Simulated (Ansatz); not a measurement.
# C2H5ClOSi: up Jacob's ladder to CCSD(T), part 1 of 2

Aim: compute C2H5ClOSi with functionals from several rungs and with coupled cluster. The yardstick is the atomisation energy at the CCSD(T) limit.

The runs use Ansatz 0.2.0, Gaussian basis; functionals in def2-TZVPP, the program's frozen cores in correlated methods.

Levels to be run: LDA (SPW92), PBE-D4, revPBE-D4, BLYP-D4, r2SCAN-D4, B97M-V, PBE0-D4, B3LYP-D4, r2SCANh-D4, r2SCAN0-D4, HSE06-D4, BHLYP-D4, CAM-B3LYP-D4, LC-ωPBE, ωB97X-V, ωB97M-V, B2PLYP, PBE-QIDH; CCSD(T)/def2-SVP; CCSD(T)/def2-TZVPP; MP2/def2-QZVPP; extrapolation to the limit; RPA on PBE.

## (1) The relaxed structure

An earlier PBE0-D4 in a triple-zeta def2 set relaxation fixed the geometry.

SMILES `OC1(Cl)C[SiH2]1`, 10 atoms, charge 0, spin multiplicity 1.

Atoms are counted from 1 here; the program's logs count them from 0.

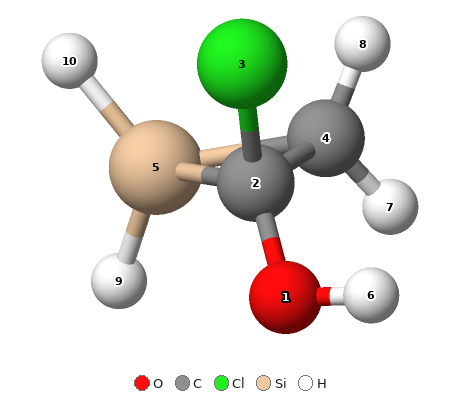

The geometry (oxygen red, carbon grey, chlorine green, silicon light orange, hydrogen white); atoms are numbered from 1 in the order of the file.

Geometry (Å):

```csv
atom,x (Å),y (Å),z (Å)
O1,-0.5073,0.6560,1.6089
C2,0.2979,0.2775,0.5686
Cl3,2.0445,0.3037,0.9740
C4,-0.1026,-0.9636,-0.2360
Si5,-0.1726,0.6359,-1.1929
H6,-0.4966,-0.0436,2.2755
H7,-1.0516,-1.3964,0.0709
H8,0.6719,-1.6963,-0.4335
H9,-1.4977,1.2239,-1.4747
H10,0.8975,0.9517,-2.1577
```

## (2) LDA

This LDA is Slater exchange with PW92 correlation.

Contents of in.yaml:

```yaml
crystal:
  periodic: [false, false, false]
  atoms:
    - {symbol: O, position_ang: [-0.507337, 0.656016, 1.608924]}
    - {symbol: C, position_ang: [0.297868, 0.277498, 0.568554]}
    - {symbol: Cl, position_ang: [2.044532, 0.303677, 0.974029]}
    - {symbol: C, position_ang: [-0.102562, -0.963570, -0.236034]}
    - {symbol: Si, position_ang: [-0.172585, 0.635874, -1.192935]}
    - {symbol: H, position_ang: [-0.496636, -0.043596, 2.275495]}
    - {symbol: H, position_ang: [-1.051638, -1.396394, 0.070939]}
    - {symbol: H, position_ang: [0.671925, -1.696306, -0.433523]}
    - {symbol: H, position_ang: [-1.497744, 1.223948, -1.474714]}
    - {symbol: H, position_ang: [0.897479, 0.951653, -2.157734]}
basis:
  gaussian: {orbitals: def2-TZVPP}
hamiltonian: {xc: lda}
output: {orbitals: {seedname: orbitals}}
```

Run with:

```console
$ ansatz run in.yaml --threads 4 --pin off --events-out ev --progress --plain --max-ram 10444MiB
```

What it wrote:

```text
Functional definition: SPW92
  name "SPW92"
  cite "Dirac, Proc. Camb. Phil. Soc. 26, 376 (1930) doi:10.1017/S0305004100016108"
  cite "Slater, Phys. Rev. 81, 385 (1951) doi:10.1103/PhysRev.81.385"
  cite "Perdew & Wang, Phys. Rev. B 45, 13244 (1992) doi:10.1103/PhysRevB.45.13244"
  exchange = slater_x
  correlation = pw_c
1388 factors; their error is unknown
mean field evaluation 1: about -24482.4518 eV, gradient 8.3e1 eV
mean field evaluation 2: about -24419.5219 eV, gradient 1.7e2 eV
mean field evaluation 4: about -24496.5408 eV, gradient 2.0e1 eV
mean field evaluation 8: about -24497.3968 eV, gradient 2.3e-1 eV
mean field evaluation 16: about -24497.3563 eV, gradient 4.0e-4 eV
mean field -24497.35634406 eV, -900.2612407398 hartree, gradient 2.2e-5 eV, S^2 0.000000; 0 other end points of the search recorded, 0 dependent functions left out
reference -24497.35638228 eV, -900.2612421444 hartree; 28, 28 occupied and 219, 219 virtual orbitals, 1388 factors
Total energy: -24497.35638228 eV, -900.2612421444 hartree
```

Run time: 1.2 s. Hardware: 4 threads of Arm Neoverse V1, shared host; peak memory 0.33 GiB.

With the free atoms at this level, -24454.661 eV in sum, the atomisation energy is 42.695 eV. HOMO -6.09 eV, LUMO -1.38 eV.

## (3) PBE-D4 (GGA)

Edit in.yaml of step 2 so:

```diff
@@ -15,3 +15,3 @@
   gaussian: {orbitals: def2-TZVPP}
-hamiltonian: {xc: lda}
-output: {orbitals: {seedname: orbitals}}
+hamiltonian: {xc: pbe, dispersion: d4}
+output: {forces: true, orbitals: {seedname: orbitals}}
```

Launched as before.

What it wrote, cut to the lines that bear on the results:

```text
Functional definition: PBE
  name "PBE"
  cite "Perdew, Burke & Ernzerhof, Phys. Rev. Lett. 77, 3865 (1996) doi:10.1103/PhysRevLett.77.3865"
  parent pbe
[...]
1388 factors; their error is unknown
[...]
mean field -24589.62502047 eV, -903.6520520559 hartree, gradient 2.1e-5 eV, S^2 0.000000; 0 other end points of the search recorded, 0 dependent functions left out
[...]
reference -24589.62506160 eV, -903.6520535672 hartree; 28, 28 occupied and 219, 219 virtual orbitals, 1388 factors
Total energy: -24589.87231692 eV, -903.6611400329 hartree
Atom 0 at    -0.507337     0.656016     1.608924 Å, force    -0.346369     0.555331     0.056175 eV/Å
Atom 1 at     0.297868     0.277498     0.568554 Å, force     0.012235    -0.086198    -0.062900 eV/Å
Atom 2 at     2.044532     0.303677     0.974029 Å, force     0.473299     0.014281     0.079611 eV/Å
Atom 3 at    -0.102562    -0.963570    -0.236034 Å, force    -0.001006    -0.148541    -0.002603 eV/Å
Atom 4 at    -0.172585     0.635874    -1.192935 Å, force    -0.056620     0.186568    -0.252309 eV/Å
Atom 5 at    -0.496636    -0.043596     2.275495 Å, force    -0.006777    -0.362959     0.337162 eV/Å
Atom 6 at    -1.051638    -1.396394     0.070939 Å, force    -0.185613    -0.091584     0.049765 eV/Å
Atom 7 at     0.671925    -1.696306    -0.433523 Å, force     0.147156    -0.153817    -0.060675 eV/Å
Atom 8 at    -1.497744     1.223948    -1.474714 Å, force    -0.158528     0.058045    -0.036234 eV/Å
Atom 9 at     0.897479     0.951653    -2.157734 Å, force     0.122222     0.028874    -0.107991 eV/Å
Dipole moment:    -0.282215    -0.283625    -0.132483 e Å
```

It took 2.5 s on 4 threads of Arm Neoverse V1, shared host; peak memory 0.34 GiB.

With the free atoms at this level, -24552.317 eV in sum, the atomisation energy is 37.555 eV. HOMO -5.96 eV, LUMO -1.19 eV.

## (4) revPBE-D4 (GGA)

Edit in.yaml of step 3 so:

```diff
@@ -15,3 +15,3 @@
   gaussian: {orbitals: def2-TZVPP}
-hamiltonian: {xc: pbe, dispersion: d4}
-output: {forces: true, orbitals: {seedname: orbitals}}
+hamiltonian: {xc: {name: revPBE}, dispersion: d4}
+output: {orbitals: {seedname: orbitals}}
```

The command is unchanged.

What it wrote:

```text
Functional definition: revPBE
  name "revPBE"
  cite "Zhang & Yang, Phys. Rev. Lett. 80, 890 (1998) doi:10.1103/PhysRevLett.80.890"
  cite "Perdew, Burke & Ernzerhof, Phys. Rev. Lett. 77, 3865 (1996) doi:10.1103/PhysRevLett.77.3865"
  parameter kappa = 1.245
  parameter beta = 0.06672455060314922
  exchange = pbe_x(kappa = kappa, mu = beta*pi^2/3)
  correlation = pbe_c(beta = beta)
1388 factors; their error is unknown
mean field evaluation 1: about -24585.1311 eV, gradient 7.8e1 eV
mean field evaluation 2: about -24530.7515 eV, gradient 1.6e2 eV
mean field evaluation 4: about -24597.9490 eV, gradient 1.7e1 eV
mean field evaluation 8: about -24598.6008 eV, gradient 1.9e-1 eV
mean field evaluation 16: about -24598.5593 eV, gradient 3.0e-4 eV
mean field -24598.55930149 eV, -903.9803808276 hartree, gradient 3.7e-5 eV, S^2 0.000000; 0 other end points of the search recorded, 0 dependent functions left out
reference -24598.55935298 eV, -903.9803827195 hartree; 28, 28 occupied and 219, 219 virtual orbitals, 1388 factors
Total energy: -24599.31759833 eV, -904.0082477222 hartree
```

Run time: 2 s. Hardware: 4 threads of Arm Neoverse V1, shared host; peak memory 0.34 GiB.

With the free atoms at this level, -24562.755 eV in sum, the atomisation energy is 36.563 eV. HOMO -5.90 eV, LUMO -1.12 eV.

## (5) BLYP-D4 (GGA)

Edit in.yaml of step 4 so:

```diff
@@ -15,3 +15,3 @@
   gaussian: {orbitals: def2-TZVPP}
-hamiltonian: {xc: {name: revPBE}, dispersion: d4}
+hamiltonian: {xc: {name: BLYP}, dispersion: d4}
 output: {orbitals: {seedname: orbitals}}
```

Launched as before.

What it wrote:

```text
Functional definition: BLYP
  name "BLYP"
  cite "Becke, Phys. Rev. A 38, 3098 (1988) doi:10.1103/PhysRevA.38.3098"
  cite "Lee, Yang & Parr, Phys. Rev. B 37, 785 (1988) doi:10.1103/PhysRevB.37.785"
  parameter beta = 0.0042
  parameter a = 0.04918
  parameter b = 0.132
  parameter c = 0.2533
  parameter d = 0.349
  exchange = b88_x(beta = beta)
  correlation = lyp_c(a = a, b = b, c = c, d = d)
1388 factors; their error is unknown
mean field evaluation 1: about -24586.6261 eV, gradient 8.5e1 eV
mean field evaluation 2: about -24515.6105 eV, gradient 1.8e2 eV
mean field evaluation 4: about -24601.1730 eV, gradient 2.1e1 eV
mean field evaluation 8: about -24602.1440 eV, gradient 2.4e-1 eV
mean field evaluation 16: about -24602.1011 eV, gradient 4.7e-4 eV
mean field -24602.10105722 eV, -904.1105379499 hartree, gradient 4.3e-5 eV, S^2 0.000000; 0 other end points of the search recorded, 0 dependent functions left out
reference -24602.10141895 eV, -904.1105512430 hartree; 28, 28 occupied and 219, 219 virtual orbitals, 1388 factors
Total energy: -24602.65249021 eV, -904.1308027385 hartree
```

Wall time 2 s (4 threads of Arm Neoverse V1, shared host); peak memory 0.34 GiB.

Atomisation energy: 36.382 eV (free atoms -24566.271 eV, run apart). HOMO -5.83 eV, LUMO -1.09 eV.

## (6) r2SCAN-D4 (meta-GGA)

Edit in.yaml of step 5 so:

```diff
@@ -15,3 +15,3 @@
   gaussian: {orbitals: def2-TZVPP}
-hamiltonian: {xc: {name: BLYP}, dispersion: d4}
-output: {orbitals: {seedname: orbitals}}
+hamiltonian: {xc: r2scan, dispersion: d4}
+output: {forces: true, orbitals: {seedname: orbitals}}
```

Same command.

What it wrote, cut to the lines that bear on the results:

```text
Functional definition: r2SCAN
  name "r2SCAN"
  cite "Furness, Kaplan, Ning, Perdew & Sun, J. Phys. Chem. Lett. 11, 8208 (2020) doi:10.1021/acs.jpclett.0c02405"
  cite "Furness, Kaplan, Ning, Perdew & Sun, J. Phys. Chem. Lett. 11, 9248 (2020) doi:10.1021/acs.jpclett.0c03077"
  parent r2scan
[...]
1388 factors; their error is unknown
[...]
mean field -24599.94606413 eV, -904.0313434144 hartree, gradient 5.7e-5 eV, S^2 0.000000; 0 other end points of the search recorded, 0 dependent functions left out
[...]
reference -24599.94607602 eV, -904.0313438512 hartree; 28, 28 occupied and 219, 219 virtual orbitals, 1388 factors
Total energy: -24600.00416139 eV, -904.0334784493 hartree
Atom 0 at    -0.507337     0.656016     1.608924 Å, force    -0.188499     0.149501     0.167151 eV/Å
Atom 1 at     0.297868     0.277498     0.568554 Å, force    -0.104521    -0.014084    -0.184617 eV/Å
Atom 2 at     2.044532     0.303677     0.974029 Å, force     0.341644     0.002740     0.082153 eV/Å
Atom 3 at    -0.102562    -0.963570    -0.236034 Å, force    -0.025953    -0.170083    -0.021486 eV/Å
Atom 4 at    -0.172585     0.635874    -1.192935 Å, force    -0.018663     0.102559    -0.103249 eV/Å
Atom 5 at    -0.496636    -0.043596     2.275495 Å, force     0.002335    -0.061320     0.043453 eV/Å
Atom 6 at    -1.051638    -1.396394     0.070939 Å, force     0.013910     0.006517     0.004002 eV/Å
Atom 7 at     0.671925    -1.696306    -0.433523 Å, force    -0.015859     0.010557    -0.004459 eV/Å
Atom 8 at    -1.497744     1.223948    -1.474714 Å, force     0.006875    -0.015439     0.003717 eV/Å
Atom 9 at     0.897479     0.951653    -2.157734 Å, force    -0.011270    -0.010948     0.013333 eV/Å
Dipole moment:    -0.301588    -0.290334    -0.151264 e Å
```

It took 4.7 s on 4 threads of Arm Neoverse V1, shared host; peak memory 0.37 GiB.

With the free atoms at this level, -24563.236 eV in sum, the atomisation energy is 36.768 eV. HOMO -6.18 eV, LUMO -0.94 eV.

## (7) B97M-V (meta-GGA)

Edit in.yaml of step 6 so:

```diff
@@ -15,3 +15,3 @@
   gaussian: {orbitals: def2-TZVPP}
-hamiltonian: {xc: r2scan, dispersion: d4}
-output: {forces: true, orbitals: {seedname: orbitals}}
+hamiltonian: {xc: {name: B97M-V}}
+output: {orbitals: {seedname: orbitals}}
```

The command is unchanged.

What it wrote, cut to the lines that bear on the results:

```text
Functional definition: B97M-V
  name "B97M-V"
  cite "Mardirossian & Head-Gordon, J. Chem. Phys. 142, 074111 (2015) doi:10.1063/1.4907719"
  cite "Becke, J. Chem. Phys. 107, 8554 (1997) doi:10.1063/1.475007"
  cite "Vydrov & Van Voorhis, J. Chem. Phys. 133, 244103 (2010) doi:10.1063/1.3521275"
  # Of w^i u^j: cxij and so on, Table III.
[...]
  gx(w, u) = cx00 + cx01*u + cx02*u^2 + (cx10 + cx11*u)*w
  gss(w, u) = css00 + css02*u^2 + css10*w + (css32*w^3 + css42*w^4)*u^2
  gos(w, u) = cos00 + cos01*u + cos03*u^3 + cos10*w + cos32*w^3*u^2
[...]
      + integral(e_c_pw_mod_opposite_spin*gos(b97_w_opposite, b97_u_opposite)) + vv10(b, c)
1388 factors; their error is unknown
[...]
mean field -24597.92679068 eV, -903.9571364839 hartree, gradient 5.3e-5 eV, S^2 0.000000; 0 other end points of the search recorded, 0 dependent functions left out
reference -24597.92685100 eV, -903.9571387006 hartree; 28, 28 occupied and 219, 219 virtual orbitals, 1388 factors
Total energy: -24597.92685100 eV, -903.9571387006 hartree
```

Wall time 8.5 s (4 threads of Arm Neoverse V1, shared host); peak memory 0.42 GiB.

Atomisation energy: 36.705 eV (free atoms -24561.222 eV, run apart). HOMO -6.27 eV, LUMO -1.05 eV.

## (8) PBE0-D4 (hybrid)

Edit in.yaml of step 7 so:

```diff
@@ -15,3 +15,3 @@
   gaussian: {orbitals: def2-TZVPP}
-hamiltonian: {xc: {name: B97M-V}}
+hamiltonian: {xc: pbe0, dispersion: d4}
 output: {orbitals: {seedname: orbitals}}
```

Same command.

What it wrote:

```text
Functional definition: PBE0
  name "PBE0"
  cite "Adamo & Barone, J. Chem. Phys. 110, 6158 (1999) doi:10.1063/1.478522"
  cite "Perdew, Burke & Ernzerhof, Phys. Rev. Lett. 77, 3865 (1996) doi:10.1103/PhysRevLett.77.3865"
  parent pbe
  parameter a = 0.25
  parameter kappa = 0.804
  parameter beta = 0.06672455060314922
  exchange = (1 - a)*pbe_x(kappa = kappa, mu = beta*pi^2/3) + a*exact_x
  correlation = pbe_c(beta = beta)
1422 factors; their error is unknown
mean field evaluation 1: about -24583.3331 eV, gradient 6.2e1 eV
mean field evaluation 2: about -24571.8301 eV, gradient 9.2e1 eV
mean field evaluation 4: about -24591.4720 eV, gradient 5.8e0 eV
mean field evaluation 8: about -24591.5433 eV, gradient 7.9e-2 eV
mean field evaluation 16: about -24591.5893 eV, gradient 5.8e-5 eV
mean field -24591.58928778 eV, -903.7242375482 hartree, gradient 5.8e-5 eV, S^2 0.000000; 0 other end points of the search recorded, 0 dependent functions left out
reference -24591.58931870 eV, -903.7242386844 hartree; 28, 28 occupied and 219, 219 virtual orbitals, 1422 factors
Total energy: -24591.79710382 eV, -903.7318746464 hartree
```

It took 3 s on 4 threads of Arm Neoverse V1, shared host; peak memory 0.64 GiB.

With the free atoms at this level, -24555.050 eV in sum, the atomisation energy is 36.747 eV. HOMO -7.14 eV, LUMO -0.35 eV.

## (9) B3LYP-D4 (hybrid)

B3LYP here takes the VWN-RPA correlation.

Edit in.yaml of step 8 so:

```diff
@@ -15,3 +15,3 @@
   gaussian: {orbitals: def2-TZVPP}
-hamiltonian: {xc: pbe0, dispersion: d4}
-output: {orbitals: {seedname: orbitals}}
+hamiltonian: {xc: {name: B3LYP}, dispersion: d4}
+output: {forces: true, orbitals: {seedname: orbitals}}
```

Launched as before.

What it wrote, cut to the lines that bear on the results:

```text
Functional definition: B3LYP
  name "B3LYP"
  cite "Stephens, Devlin, Chabalowski & Frisch, J. Phys. Chem. 98, 11623 (1994) doi:10.1021/j100096a001"
  cite "Becke, Phys. Rev. A 38, 3098 (1988) doi:10.1103/PhysRevA.38.3098"
  cite "Lee, Yang & Parr, Phys. Rev. B 37, 785 (1988) doi:10.1103/PhysRevB.37.785"
  cite "Vosko, Wilk & Nusair, Can. J. Phys. 58, 1200 (1980) doi:10.1139/p80-159"
[...]
1410 factors; their error is unknown
[...]
mean field -24604.71659215 eV, -904.2066570857 hartree, gradient 2.6e-5 eV, S^2 0.000000; 0 other end points of the search recorded, 0 dependent functions left out
[...]
reference -24604.71686067 eV, -904.2066669536 hartree; 28, 28 occupied and 219, 219 virtual orbitals, 1410 factors
Total energy: -24605.11922803 eV, -904.2214536812 hartree
Atom 0 at    -0.507337     0.656016     1.608924 Å, force    -0.188415     0.064033     0.254126 eV/Å
Atom 1 at     0.297868     0.277498     0.568554 Å, force    -0.074281     0.033666    -0.276966 eV/Å
Atom 2 at     2.044532     0.303677     0.974029 Å, force     0.419714     0.018803     0.125646 eV/Å
Atom 3 at    -0.102562    -0.963570    -0.236034 Å, force    -0.076952    -0.269838    -0.050635 eV/Å
Atom 4 at    -0.172585     0.635874    -1.192935 Å, force    -0.051574     0.153650    -0.195157 eV/Å
Atom 5 at    -0.496636    -0.043596     2.275495 Å, force    -0.044240     0.006864     0.067470 eV/Å
Atom 6 at    -1.051638    -1.396394     0.070939 Å, force     0.074545     0.003425    -0.014482 eV/Å
Atom 7 at     0.671925    -1.696306    -0.433523 Å, force    -0.068161     0.037153     0.021604 eV/Å
Atom 8 at    -1.497744     1.223948    -1.474714 Å, force     0.091966    -0.033304     0.009206 eV/Å
Atom 9 at     0.897479     0.951653    -2.157734 Å, force    -0.082603    -0.014453     0.059188 eV/Å
Dipole moment:    -0.288535    -0.276181    -0.178164 e Å
```

Wall time 4.6 s (4 threads of Arm Neoverse V1, shared host); peak memory 0.74 GiB.

With the free atoms at this level, -24568.755 eV in sum, the atomisation energy is 36.364 eV. HOMO -6.94 eV, LUMO -0.58 eV.

## (10) r2SCANh-D4 (hybrid)

Edit in.yaml of step 9 so:

```diff
@@ -15,3 +15,3 @@
   gaussian: {orbitals: def2-TZVPP}
-hamiltonian: {xc: {name: B3LYP}, dispersion: d4}
-output: {forces: true, orbitals: {seedname: orbitals}}
+hamiltonian: {xc: {name: r2SCANh}, dispersion: d4}
+output: {orbitals: {seedname: orbitals}}
```

Launched as before.

What it wrote, cut to the lines that bear on the results:

```text
Functional definition: r2SCANh
  name "r2SCANh"
  cite "Bursch, Neugebauer, Ehlert & Grimme, J. Chem. Phys. 156, 134105 (2022) doi:10.1063/5.0086040"
  cite "Furness, Kaplan, Ning, Perdew & Sun, J. Phys. Chem. Lett. 11, 8208 (2020) doi:10.1021/acs.jpclett.0c02405"
  cite "Furness, Kaplan, Ning, Perdew & Sun, J. Phys. Chem. Lett. 11, 9248 (2020) doi:10.1021/acs.jpclett.0c03077"
  parent r2scan
[...]
1388 factors; their error is unknown
[...]
mean field -24599.62664922 eV, -904.0196051331 hartree, gradient 2.5e-5 eV, S^2 0.000000; 0 other end points of the search recorded, 0 dependent functions left out
reference -24599.62666014 eV, -904.0196055344 hartree; 28, 28 occupied and 219, 219 virtual orbitals, 1388 factors
Total energy: -24599.68860599 eV, -904.0218820022 hartree
```

It took 5 s on 4 threads of Arm Neoverse V1, shared host; peak memory 0.66 GiB.

With the free atoms at this level, -24563.206 eV in sum, the atomisation energy is 36.483 eV. HOMO -6.62 eV, LUMO -0.63 eV.

## (11) r2SCAN0-D4 (hybrid)

Edit in.yaml of step 10 so:

```diff
@@ -15,3 +15,3 @@
   gaussian: {orbitals: def2-TZVPP}
-hamiltonian: {xc: {name: r2SCANh}, dispersion: d4}
+hamiltonian: {xc: {name: r2SCAN0}, dispersion: d4}
 output: {orbitals: {seedname: orbitals}}
```

Launched as before.

What it wrote, cut to the lines that bear on the results:

```text
Functional definition: r2SCAN0
  name "r2SCAN0"
  cite "Bursch, Neugebauer, Ehlert & Grimme, J. Chem. Phys. 156, 134105 (2022) doi:10.1063/5.0086040"
  cite "Furness, Kaplan, Ning, Perdew & Sun, J. Phys. Chem. Lett. 11, 8208 (2020) doi:10.1021/acs.jpclett.0c02405"
  cite "Furness, Kaplan, Ning, Perdew & Sun, J. Phys. Chem. Lett. 11, 9248 (2020) doi:10.1021/acs.jpclett.0c03077"
  parent r2scan
[...]
1422 factors; their error is unknown
[...]
mean field -24599.18156594 eV, -904.0032486241 hartree, gradient 2.4e-5 eV, S^2 0.000000; 0 other end points of the search recorded, 0 dependent functions left out
reference -24599.18157541 eV, -904.0032489721 hartree; 28, 28 occupied and 219, 219 virtual orbitals, 1422 factors
Total energy: -24599.25029782 eV, -904.0057744743 hartree
```

Wall time 4.8 s (4 threads of Arm Neoverse V1, shared host); peak memory 0.67 GiB.

With the free atoms at this level, -24563.173 eV in sum, the atomisation energy is 36.077 eV. HOMO -7.28 eV, LUMO -0.19 eV.

## (12) HSE06-D4 (hybrid)

HSE06 is the plane-wave form, built on full-range PBE exchange.

Edit in.yaml of step 11 so:

```diff
@@ -15,3 +15,3 @@
   gaussian: {orbitals: def2-TZVPP}
-hamiltonian: {xc: {name: r2SCAN0}, dispersion: d4}
+hamiltonian: {xc: hse06, dispersion: d4}
 output: {orbitals: {seedname: orbitals}}
```

Launched as before.

What it wrote, cut to the lines that bear on the results:

```text
Functional definition: HSE06
  name "HSE06"
  cite "Heyd, Scuseria & Ernzerhof, J. Chem. Phys. 118, 8207 (2003) doi:10.1063/1.1564060"
  cite "Krukau, Vydrov, Izmaylov & Scuseria, J. Chem. Phys. 125, 224106 (2006) doi:10.1063/1.2404663"
  cite "Heyd & Scuseria, J. Chem. Phys. 120, 7274 (2004) doi:10.1063/1.1668634"
  cite "Ernzerhof & Perdew, J. Chem. Phys. 109, 3313 (1998) doi:10.1063/1.476928"
  cite "Perdew, Burke & Ernzerhof, Phys. Rev. Lett. 77, 3865 (1996) doi:10.1103/PhysRevLett.77.3865"
  parent pbe
[...]
  # The whole range is PBE's own exchange, as in plane waves. The composition of these papers is wPBEh.
[...]
1422 factors; their error is unknown
114 factors; integrals over basis functions are off by at most 3.9e-7 eV
[...]
mean field -24590.98594998 eV, -903.7020652928 hartree, gradient 7.1e-5 eV, S^2 0.000000; 0 other end points of the search recorded, 0 dependent functions left out
reference -24590.98599117 eV, -903.7020668065 hartree; 28, 28 occupied and 219, 219 virtual orbitals, 1422 factors
Total energy: -24591.17943340 eV, -903.7091756775 hartree
```

Wall time 3.1 s (4 threads of Arm Neoverse V1, shared host); peak memory 0.68 GiB.

Atomisation energy: 36.780 eV (free atoms -24554.400 eV, run apart). HOMO -6.74 eV, LUMO -0.72 eV.

## (13) BHLYP-D4 (hybrid)

Edit in.yaml of step 12 so:

```diff
@@ -15,3 +15,3 @@
   gaussian: {orbitals: def2-TZVPP}
-hamiltonian: {xc: hse06, dispersion: d4}
+hamiltonian: {xc: {name: BHLYP}, dispersion: d4}
 output: {orbitals: {seedname: orbitals}}
```

Launched as before.

What it wrote:

```text
Functional definition: BHLYP
  name "BHLYP"
  cite "Becke, J. Chem. Phys. 98, 1372 (1993) doi:10.1063/1.464304"
  cite "Becke, Phys. Rev. A 38, 3098 (1988) doi:10.1103/PhysRevA.38.3098"
  cite "Lee, Yang & Parr, Phys. Rev. B 37, 785 (1988) doi:10.1103/PhysRevB.37.785"
  parameter a = 0.5
  exchange = (1 - a)*b88_x + a*exact_x
  correlation = lyp_c
1568 factors; their error is unknown
mean field evaluation 1: about -24595.3395 eV, gradient 5.3e1 eV
mean field evaluation 2: about -24594.3736 eV, gradient 5.6e1 eV
mean field evaluation 4: about -24601.0521 eV, gradient 2.8e0 eV
mean field evaluation 8: about -24601.0693 eV, gradient 4.6e-2 eV
mean field evaluation 16: about -24601.2011 eV, gradient 1.1e-4 eV
mean field -24601.20108090 eV, -904.0774644299 hartree, gradient 2.7e-5 eV, S^2 0.000000; 0 other end points of the search recorded, 0 dependent functions left out
reference -24601.20126357 eV, -904.0774711430 hartree; 28, 28 occupied and 219, 219 virtual orbitals, 1568 factors
Total energy: -24601.50820434 eV, -904.0887510083 hartree
```

Wall time 3.1 s (4 threads of Arm Neoverse V1, shared host); peak memory 0.67 GiB.

With the free atoms at this level, -24566.397 eV in sum, the atomisation energy is 35.111 eV. HOMO -8.22 eV, LUMO 0.49 eV.

(Continued in part 2 of 2.)
